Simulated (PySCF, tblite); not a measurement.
# C5H9FS: a rotation path, then NMR shifts on frames, part 2 of 2

tblite 0.8.0 and PySCF 2.14.0. Atoms count from 0. Earlier steps stand in the parts before.

### Step 5. Shielding tensors: image 4, PBE0/pcSseg-1

Job settings and geometry (Å):

```
{"job": {"kind": "nmr", "xc": "PBE0", "basis": "pcSseg-1", "pop": false}, "charge": 0, "multiplicity": 1}
C      1.558700     0.611900     0.805500
C      1.226100    -0.143400    -0.478700
C      0.026200    -1.092400    -0.356700
C     -1.350300    -0.463000    -0.435400
F     -1.971500    -0.787500    -1.610200
C     -1.771700     0.848000     0.107300
S     -2.432600    -0.566300     1.015100
H      1.544200    -0.062300     1.658600
H      0.862100     1.421900     1.000100
H      2.551300     1.049500     0.733600
H      1.066100     0.559000    -1.298400
H      2.090600    -0.759200    -0.737300
H      0.065600    -1.819000    -1.173100
H      0.107600    -1.648900     0.578600
H     -2.514600     1.395300    -0.459900
H     -1.065500     1.465300     0.639300
```

With the program's defaults for keys left out, this is: GIAO PBE0/pcSseg-1 NMR shielding, non-relativistic, gas phase.

Output:

```text
coarse grid: 13720 points
cycle   1  E = -693.3159245724  dE =  8.344e-01  |g| = 5.638e-01  |ddm| = 3.508e+00
cycle   2  E = -693.2676081360  dE =  4.832e-02  |g| = 7.929e-01  |ddm| = 9.508e-01
cycle   3  E = -693.3807702222  dE = -1.132e-01  |g| = 8.530e-02  |ddm| = 5.659e-01
cycle   4  E = -693.3822226416  dE = -1.452e-03  |g| = 3.500e-02  |ddm| = 1.017e-01
cycle   5  E = -693.3825151555  dE = -2.925e-04  |g| = 8.401e-03  |ddm| = 4.047e-02
cycle   6  E = -693.3825324548  dE = -1.730e-05  |g| = 3.061e-03  |ddm| = 1.396e-02
cycle   7  E = -693.3825344178  dE = -1.963e-06  |g| = 6.984e-04  |ddm| = 3.347e-03
final grid: 127744 points
cycle   8  E = -693.4340901717  dE = -3.717e-05  |g| = 1.039e-02  |ddm| = 2.902e-02
cycle   9  E = -693.4340605066  dE =  2.967e-05  |g| = 1.524e-02  |ddm| = 2.171e-02
cycle  10  E = -693.4341155795  dE = -5.507e-05  |g| = 1.532e-03  |ddm| = 1.436e-02
cycle  11  E = -693.4341161555  dE = -5.761e-07  |g| = 2.849e-04  |ddm| = 1.683e-03
cycle  12  E = -693.4341161740  dE = -1.847e-08  |g| = 6.410e-05  |ddm| = 2.996e-04
cycle  13  E = -693.4341161747  dE = -6.594e-10  |g| = 3.041e-05  |ddm| = 8.122e-05
converged SCF energy = -693.4341161747

GIAO shielding tensors (ppm)
atom      isotropic    diamagn.    paramagn.     s11        s22        s33       span
  0 C      169.635     247.691     -78.056    153.721    167.603    187.582     33.861
  1 C      162.867     246.416     -83.549    155.973    159.890    172.738     16.764
  2 C      140.515     246.978    -106.463    120.021    137.987    163.537     43.516
  3 C       86.174     244.207    -158.034     37.668     75.545    145.309    107.641
  4 F      314.476     473.127    -158.651    215.437    307.482    420.509    205.072
  5 C      155.908     252.441     -96.533    127.565    160.906    179.253     51.688
  6 S      615.361    1054.848    -439.486    138.381    662.683   1045.019    906.638
  7 H       31.037      29.945       1.093     27.120     29.534     36.458      9.338
  8 H       30.605      30.911      -0.306     25.190     31.698     34.927      9.737
  9 H       30.504      28.573       1.931     25.692     27.485     38.336     12.644
 10 H       29.992      31.011      -1.020     26.303     28.991     34.680      8.377
 11 H       30.111      29.926       0.185     23.870     29.060     37.403     13.534
 12 H       28.577      29.837      -1.260     23.914     28.885     32.932      9.019
 13 H       29.107      30.274      -1.167     23.899     30.195     33.227      9.329
 14 H       28.879      28.589       0.290     23.247     25.709     37.681     14.434
 15 H       28.710      31.180      -2.470     22.802     26.612     36.716     13.914
```

It took 19 s on 1 thread of Arm Neoverse V1, shared host; peak memory 0.87 GiB.

This run: δ C3 100.8, C2 46.4, C5 31.0, C1 24.1, H12 3.14, H15 3.01 ppm.

### Step 6. Shielding tensors: image 6, PBE0/pcSseg-1

Job settings and geometry (Å):

```
{"job": {"kind": "nmr", "xc": "PBE0", "basis": "pcSseg-1", "pop": false}, "charge": 0, "multiplicity": 1}
C      1.501300     0.508400     0.937700
C      1.210900    -0.091300    -0.434400
C      0.042300    -1.079600    -0.454900
C     -1.350100    -0.492200    -0.340800
F     -2.204400    -1.139100    -1.194600
C     -1.714900     0.923800    -0.109200
S     -2.075900    -0.171100     1.284000
H      1.648100    -0.278600     1.672800
H      0.693500     1.143600     1.288200
H      2.407400     1.108400     0.893900
H      1.036200     0.702300    -1.163900
H      2.097100    -0.642500    -0.758700
H      0.055500    -1.621700    -1.405300
H      0.179500    -1.817500     0.339400
H     -2.589700     1.296200    -0.627800
H     -0.944500     1.659800     0.062100
```

Level: GIAO PBE0/pcSseg-1 NMR shielding, non-relativistic, gas phase.

Output:

```text
coarse grid: 13720 points
cycle   1  E = -693.3178741008  dE =  8.355e-01  |g| = 5.638e-01  |ddm| = 3.515e+00
cycle   2  E = -693.2698777383  dE =  4.800e-02  |g| = 7.919e-01  |ddm| = 9.468e-01
cycle   3  E = -693.3826077432  dE = -1.127e-01  |g| = 8.527e-02  |ddm| = 5.608e-01
cycle   4  E = -693.3840500306  dE = -1.442e-03  |g| = 3.553e-02  |ddm| = 1.022e-01
cycle   5  E = -693.3843552279  dE = -3.052e-04  |g| = 7.855e-03  |ddm| = 4.146e-02
cycle   6  E = -693.3843700829  dE = -1.485e-05  |g| = 3.077e-03  |ddm| = 1.367e-02
cycle   7  E = -693.3843720933  dE = -2.010e-06  |g| = 6.687e-04  |ddm| = 3.403e-03
final grid: 127744 points
cycle   8  E = -693.4369337766  dE = -4.865e-05  |g| = 1.044e-02  |ddm| = 3.412e-02
cycle   9  E = -693.4369054371  dE =  2.834e-05  |g| = 1.508e-02  |ddm| = 2.169e-02
cycle  10  E = -693.4369595157  dE = -5.408e-05  |g| = 1.620e-03  |ddm| = 1.436e-02
cycle  11  E = -693.4369601492  dE = -6.335e-07  |g| = 3.141e-04  |ddm| = 1.778e-03
cycle  12  E = -693.4369601717  dE = -2.255e-08  |g| = 7.099e-05  |ddm| = 3.372e-04
cycle  13  E = -693.4369601726  dE = -9.031e-10  |g| = 3.254e-05  |ddm| = 1.008e-04
cycle  14  E = -693.4369601729  dE = -2.274e-10  |g| = 6.140e-06  |ddm| = 3.895e-05
converged SCF energy = -693.4369601729

GIAO shielding tensors (ppm)
atom      isotropic    diamagn.    paramagn.     s11        s22        s33       span
  0 C      171.536     247.175     -75.639    158.659    170.998    184.952     26.292
  1 C      163.758     247.122     -83.365    158.432    161.419    171.422     12.991
  2 C      145.416     247.065    -101.649    127.058    145.112    164.079     37.021
  3 C       86.131     246.351    -160.220     37.331     72.727    148.334    111.002
  4 F      306.954     473.292    -166.338    188.530    315.318    417.014    228.484
  5 C      156.062     252.951     -96.889    128.420    161.583    178.182     49.761
  6 S      633.270    1055.293    -422.023    176.495    673.573   1049.741    873.245
  7 H       31.066      29.629       1.437     27.189     28.951     37.058      9.869
  8 H       30.993      30.575       0.419     24.915     33.033     35.032     10.118
  9 H       30.741      28.579       2.162     26.062     27.529     38.632     12.570
 10 H       30.233      31.331      -1.097     26.564     28.980     35.155      8.590
 11 H       30.154      29.796       0.358     24.289     28.693     37.480     13.191
 12 H       28.914      30.135      -1.221     23.668     28.818     34.255     10.587
 13 H       28.927      30.058      -1.132     24.754     28.668     33.357      8.603
 14 H       28.864      28.626       0.238     23.134     25.454     38.004     14.870
 15 H       29.052      31.399      -2.348     23.413     27.708     36.034     12.621
```

Wall time 20 s (1 thread of Arm Neoverse V1, shared host); peak memory 0.82 GiB.

In short: δ C3 100.8, C2 41.5, C5 30.9, C1 23.2, H14 2.85, H12 2.80 ppm.

### Step 7. NMR shieldings: image 8, PBE0/pcSseg-1

Job settings and geometry (Å):

```
{"job": {"kind": "nmr", "xc": "PBE0", "basis": "pcSseg-1", "pop": false}, "charge": 0, "multiplicity": 1}
C      1.550000     0.355400     1.062000
C      1.200800    -0.014100    -0.375100
C      0.043700    -1.006300    -0.495900
C     -1.348600    -0.473800    -0.246900
F     -2.266100    -1.378000    -0.714200
C     -1.781400     0.936200    -0.361900
S     -1.837900     0.276900     1.321700
H      1.787700    -0.539200     1.633100
H      0.727600     0.865400     1.554300
H      2.417900     1.010400     1.075900
H      0.981600     0.886100    -0.952500
H      2.073900    -0.484000    -0.833600
H      0.024100    -1.406600    -1.515200
H      0.211000    -1.848100     0.181500
H     -2.748700     1.123100    -0.809900
H     -1.043200     1.705400    -0.534700
```

With the program's defaults for keys left out, this is: GIAO PBE0/pcSseg-1 NMR shielding, non-relativistic, gas phase.

Output:

```text
coarse grid: 13720 points
cycle   1  E = -693.3206378724  dE =  8.454e-01  |g| = 5.634e-01  |ddm| = 3.521e+00
cycle   2  E = -693.2739904908  dE =  4.665e-02  |g| = 7.867e-01  |ddm| = 9.534e-01
cycle   3  E = -693.3854453010  dE = -1.115e-01  |g| = 8.475e-02  |ddm| = 5.655e-01
cycle   4  E = -693.3868520057  dE = -1.407e-03  |g| = 3.555e-02  |ddm| = 1.015e-01
cycle   5  E = -693.3871586608  dE = -3.067e-04  |g| = 7.391e-03  |ddm| = 4.163e-02
cycle   6  E = -693.3871717682  dE = -1.311e-05  |g| = 3.065e-03  |ddm| = 1.315e-02
cycle   7  E = -693.3871737835  dE = -2.015e-06  |g| = 6.482e-04  |ddm| = 3.484e-03
final grid: 127744 points
cycle   8  E = -693.4387705109  dE = -3.855e-05  |g| = 1.034e-02  |ddm| = 2.924e-02
cycle   9  E = -693.4387413982  dE =  2.911e-05  |g| = 1.522e-02  |ddm| = 2.182e-02
cycle  10  E = -693.4387954996  dE = -5.410e-05  |g| = 1.488e-03  |ddm| = 1.438e-02
cycle  11  E = -693.4387960285  dE = -5.289e-07  |g| = 2.791e-04  |ddm| = 1.612e-03
cycle  12  E = -693.4387960462  dE = -1.768e-08  |g| = 6.729e-05  |ddm| = 2.964e-04
cycle  13  E = -693.4387960469  dE = -7.174e-10  |g| = 3.181e-05  |ddm| = 8.629e-05
cycle  14  E = -693.4387960471  dE = -2.244e-10  |g| = 4.987e-06  |ddm| = 3.967e-05
converged SCF energy = -693.4387960471

GIAO shielding tensors (ppm)
atom      isotropic    diamagn.    paramagn.     s11        s22        s33       span
  0 C      171.684     246.535     -74.850    158.899    172.755    183.399     24.501
  1 C      165.158     247.733     -82.574    160.175    163.004    172.296     12.122
  2 C      148.492     246.864     -98.372    132.492    149.911    163.073     30.581
  3 C       87.161     247.103    -159.942     37.021     73.164    151.297    114.276
  4 F      314.884     473.798    -158.914    211.079    317.800    415.774    204.695
  5 C      158.896     253.807     -94.911    132.009    165.047    179.632     47.624
  6 S      635.017    1055.637    -420.620    194.326    665.557   1045.168    850.841
  7 H       31.199      29.473       1.726     27.494     28.639     37.464      9.970
  8 H       29.770      29.457       0.313     22.000     31.572     35.737     13.738
  9 H       30.944      28.514       2.430     26.288     27.814     38.729     12.441
 10 H       30.589      31.612      -1.023     26.427     30.022     35.318      8.890
 11 H       30.180      29.947       0.233     24.406     28.632     37.502     13.096
 12 H       28.967      30.035      -1.068     23.772     28.373     34.755     10.983
 13 H       29.103      30.170      -1.067     25.457     28.073     33.778      8.320
 14 H       28.904      28.786       0.118     23.220     25.356     38.136     14.915
 15 H       29.172      31.268      -2.096     23.360     27.632     36.525     13.165
```

Wall time 20 s (1 thread of Arm Neoverse V1, shared host); peak memory 0.82 GiB.

This run: δ C3 99.8, C2 38.4, C5 28.0, C1 21.8, H14 2.81, H12 2.75 ppm.

### Step 8. Comparing the runs: NMR shifts

Shifts (ppm) of some atoms, chosen among heavy atoms and hydrogens apart, with basis size and wall time:

| frame | C3 | C2 | C5 | H8 | H13 | F4 | S6 | functions | time |
| --- | --- | --- | --- | --- | --- | --- | --- | --- | --- |
| image 0 | 97.1 | 45.4 | 34.1 | 1.27 | 1.26 | -179.9 | -155 | 171 | 25 s |
| image 2 | 98.6 | 47.0 | 31.3 | 1.35 | 1.81 | -166.3 | -130 | 171 | 19 s |
| image 4 | 100.8 | 46.4 | 31.0 | 1.11 | 2.61 | -143.5 | -112 | 171 | 19 s |
| image 6 | 100.8 | 41.5 | 30.9 | 0.72 | 2.79 | -136.0 | -130 | 171 | 20 s |
| image 8 | 99.8 | 38.4 | 28.0 | 1.95 | 2.61 | -143.9 | -131 | 171 | 20 s |

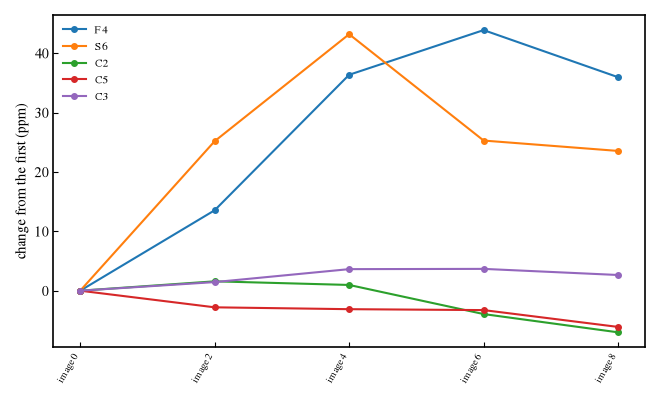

How five of the tabulated atoms move from run to run.

### Step 9. What came out

This closing draws on all 2 parts.

| quantity | value |
| --- | --- |
| barrier | 0.166 eV (3.8 kcal/mol) at image 4 |
| end to end (GFN2-xTB) | 0.084 eV |
| 13C shifts against TMS (PBE0/pcSseg-1, image 0) | 97.1, 45.4, 34.1, 23.1, 15.7 ppm |
| 1H shifts against TMS (PBE0/pcSseg-1, image 0) | 3.18, 2.94, 2.29, 1.97, 1.56, 1.28, 1.27, 1.26, 0.64 ppm |
| 19F shifts against CFCl3 (PBE0/pcSseg-1, image 0) | -179.9 ppm |
| 33S shifts against CS2 (PBE0/pcSseg-1, image 0) | -155 ppm |
| surface potential, 1st and 99th percentile | -1.07 V and 1.08 V |
| range of the shift of F4 | -179.9 to -136.0 ppm |

**Reading.** Along the band the dihedral turns by 110°, and the top (dihedral -37°) lies 3.8 kcal/mol above the start (GFN2-xTB, rough), so at room temperature this motion is fast. The top was not checked by a frequency run. Shifts at one fixed geometry are not the observed spectrum, which averages over the motion. In the first frame run (image 0): Shielding is most anisotropic at S6 (span 870 ppm, paramagnetic term -396 ppm). In ppm, F4 moves most: its shift spreads over 43.9 ppm, from -179.9 (image 0) to -136.0 (image 6).
